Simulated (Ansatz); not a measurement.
# AlBF2H5NO: what the fields show

The calculation's input:

```
crystal:
  periodic: [false, false, false]
  atoms:
    - { symbol: B, position_ang: [0.024826, 0.018419, -0.214558] }
    - { symbol: F, position_ang: [-0.453602, -0.910643, 0.609552] }
    - { symbol: "N", position_ang: [1.385957, 0.520082, -0.024435] }
    - { symbol: H, position_ang: [2.054537, -0.148077, 0.37899] }
    - { symbol: H, position_ang: [1.797236, 0.986497, -0.84174] }
    - { symbol: F, position_ang: [-0.740624, 0.473437, -1.206994] }
    - { symbol: O, position_ang: [-0.746612, 1.56015, 1.724474] }
    - { symbol: Al, position_ang: [1.007753, 1.894992, 1.684501] }
    - { symbol: H, position_ang: [1.956238, 1.142988, 2.736255] }
    - { symbol: H, position_ang: [1.337069, 3.356815, 1.130737] }
    - { symbol: H, position_ang: [-1.011679, 0.63764, 1.961018] }
basis:
  gaussian: { orbitals: def2-SVP }
hamiltonian:
  xc: pbe
relax:
  f_tol: 0.03
  max_steps: 50
output:
  orbitals: {}
```

Command:

```sh
ansatz run input.yaml --threads 4 --pin off --max-ram 5120MiB --backend cpu --events-out ev --progress --plain --runs-dir out
```

The fields are those of the run's last geometry, not of the input's.

Theory: RKS PBE/def2-SVP (Ansatz 0.2.0).

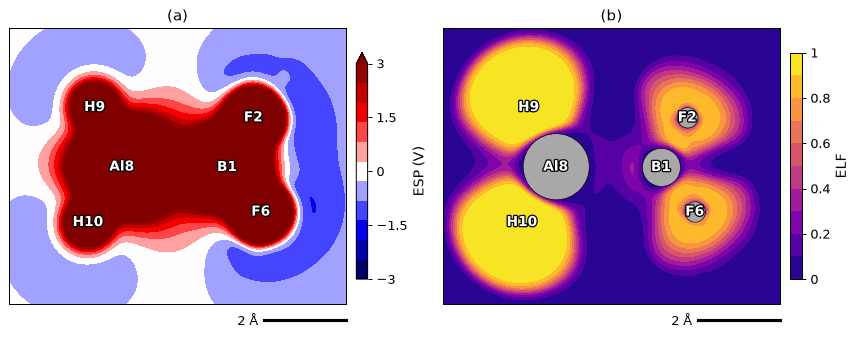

Figure 1. (a) electrostatic potential; (b) ELF on the plane of atoms H9, Al8 and H10. Grey discs cover the atomic cores in the ELF map.

Describe what can be read from this map.

The plane passes through B, F, Al and H nuclei.
B–F (1.37 Å): the ELF peaks at about 0.85 between the atoms; a polar covalent bond.
The ELF also peaks beside F6 and F2, away from the bonds: lone-pair regions.
Outside the dense part of the molecule the potential is most negative (−1.4 V) near F6.

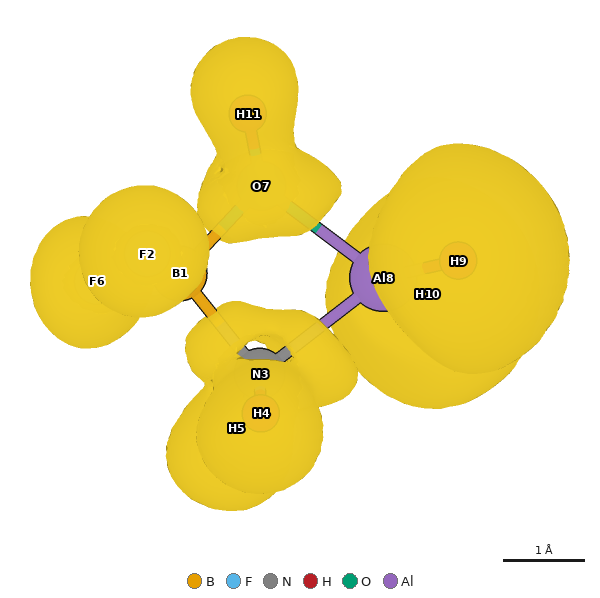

Figure 2. Isosurface of the ELF at 0.75 (yellow), seen at a tilt. Only the valence region is drawn (cores and ρ < 0.01 e/Å³ removed).

Describe the localisation domains.

The surface consists of two regions around hydrogen nuclei, two regions on F in which the atom's valence shell and bonds are merged, one joined region spread over several atoms (H, N), in which their bonds and any lone pairs are merged and one joined region spread over several atoms (H, O), in which their bonds and any lone pairs are merged.


 B–O (1.55 Å): the ELF peaks at about 0.90 between the atoms (a polar covalent bond).

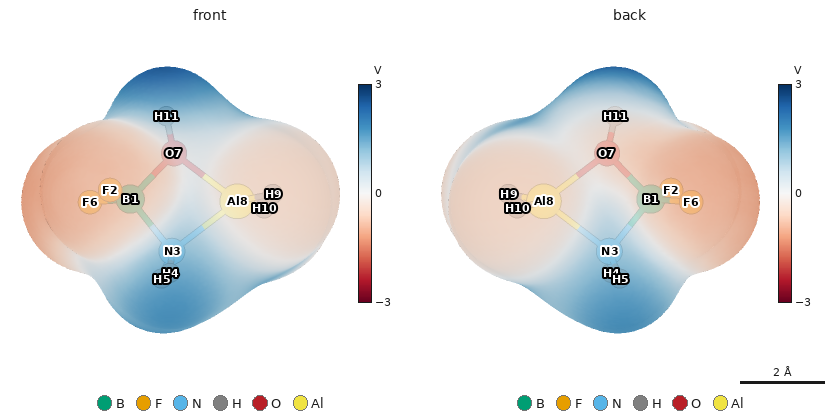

Figure 3. The electrostatic potential painted on the density surface at 0.001 e/bohr³, seen from the front and from behind; the colour scale runs from red (negative) to blue (positive).

Which sites attract a positive test charge, and which a negative one?

A positive charge is drawn to the negative regions and a negative charge to the positive ones. The most negative region (about −1.1 V) lies over F2 and F6, the most positive (about +2.4 V) over H11.

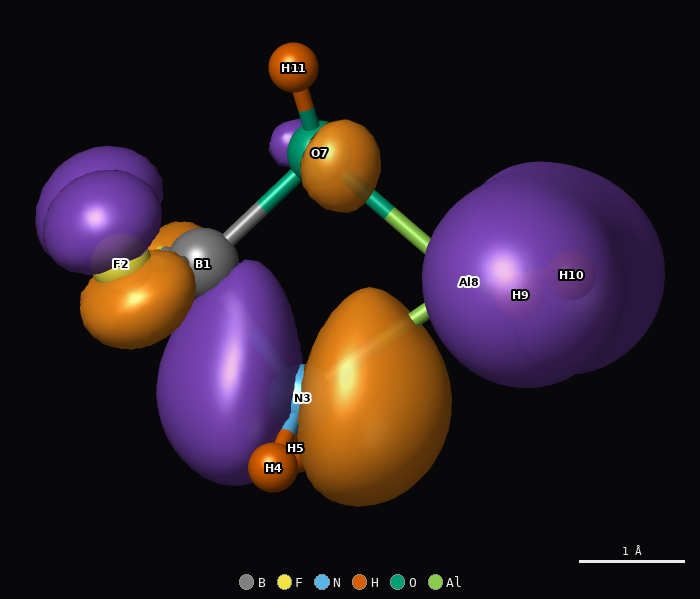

Figure 4. The HOMO−1 at ±0.1 Å⁻³ᐟ² (orange and purple are the two phases), seen at a tilt.

Where does this orbital lie, and at what energy?

It lies mainly on N3 (about 30 %), Al8 (about 20 %), H10 (about 10 %), F6 (about 10 %), H9 (about 10 %) and F2 (about 5 %). Its energy is −7.80 eV.
